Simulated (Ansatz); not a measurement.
Consider YN in the rock salt structure (space group Fm-3m, No. 225; a = 4.896 Å). Axes: x, y, z lie along the cube axes.

One thing is altered: tensile biaxial strain of 0.42 % in the plane normal to [111], as in epitaxy on a mismatched substrate; the out-of-plane cell vector and the atoms relax.

Level of theory: Kohn–Sham DFT with the r2SCAN functional, run in Ansatz (a first-principles code) with PAW and 500 eV plane waves, no spin-orbit coupling.

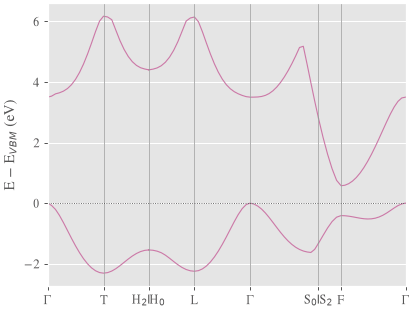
*Highest valence and lowest conduction band along the path of the changed cell's own zone*

**Question.** Read the changed gap and its character from the plot.

**Answer.** About 0.6 eV, indirect, Γ → F.

Stability against distortions was not tested. k-point labels follow each cell's own Brillouin zone.
